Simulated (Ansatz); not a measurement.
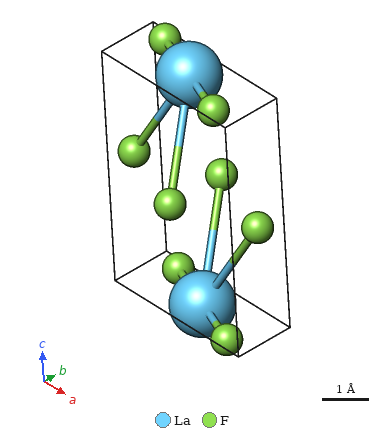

Ball-and-stick model, viewed slightly off an axis. The cell (the run's own, in a reduced setting) is outlined; an atom on or near a face, edge or corner is repeated at each equivalent position.

```xyz
5
Lattice="2.1184 3.5707 0.0000 2.1184 -3.5707 0.0000 -2.1184 0.0000 -5.0143" Properties=species:S:1:pos:R:3 pbc="T T T"
La    2.1184    0.0000    0.0000
F     2.1184   -1.7853   -2.5072
F     0.0000   -1.7853   -2.5072
F     2.1184    2.3996    0.0000
F     2.1184   -2.3996    0.0000
```

Electronic-structure method: Ansatz, DFT PBE, scalar-relativistic, plane waves, PAW. Parameters: a basis cut at 420 eV, k-points about 0.15 Å⁻¹ apart, Gaussian smearing of 0.1 eV, no spin polarisation.

**How charged are the atoms, by the Bader scheme?**

La +2.39 e; F -0.75 to -0.44 e.

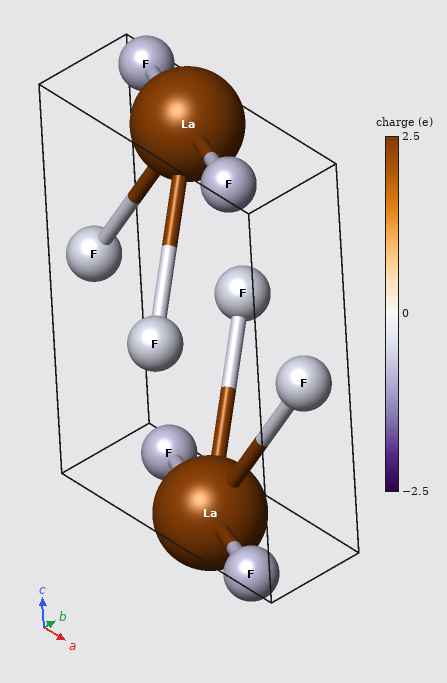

The atoms coloured by those charges.

The structure comes from a random cell made by a generator, so it need not be a real form of the compound. Earlier steps of the study may have refined or changed the cell and positions. It was the input of a calculation with Ansatz.
